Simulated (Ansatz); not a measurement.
Computed energy over volume and axial ratio: HfO2 (fluorite)

HfO2 (fluorite)

```xyz
3
Lattice="0.0000 2.5292 2.5292 2.5292 0.0000 2.5292 2.5292 2.5292 0.0000" Properties=species:S:1:pos:R:3 pbc="T T T"
Hf     0.0000     0.0000     0.0000
O      1.2646     1.2646     1.2646
O      3.7938     3.7938     3.7938
```

The relaxed cell is deformed in two ways at once: its volume V is scaled, and at that volume it is stretched along z (the c axis of the conventional cell) so that c/a changes. Fractional atomic positions are held.

The numbers are results of r2SCAN (plane waves to 500 eV, PAW, scalar-relativistic; Ansatz, a first-principles code), not measurements. k mesh 11×11×11 (Γ-centred), Fermi-Dirac smearing 0.05 eV. E stands for the smeared free energy. HfO2 is run without spin polarisation. HfO2 was relaxed with its symmetry unable to fall. Spin-orbit coupling is left out, though Hf is heavy. This is a high-temperature form of HfO2. The zero of ΔE is the relaxed starting cell.

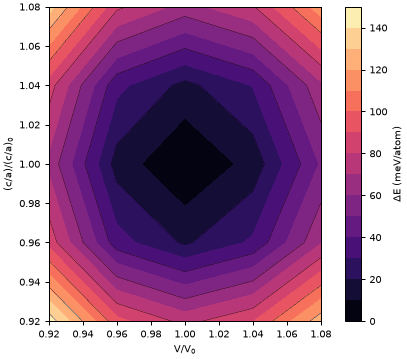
Fig. 1. ΔE (meV/atom) over the 5×5 grid of computed points.

The shear modulus C′ = (C11 − C12)/2 (fit, atoms clamped) is 246 GPa. Lowest place on the grid: V/V₀ = 1.000, (c/a)/(c/a)₀ = 1.000 (0.0 meV/atom). Highest place on the grid: V/V₀ = 0.920, (c/a)/(c/a)₀ = 0.920 (146.0 meV/atom).

Near the relaxed cell σzz − σxx = −2Cδ (compression positive), C being this modulus and δ the logarithm of the ratio.

(Under strain, the slope of the energy per volume gives the stress and its curvature an elastic modulus.)
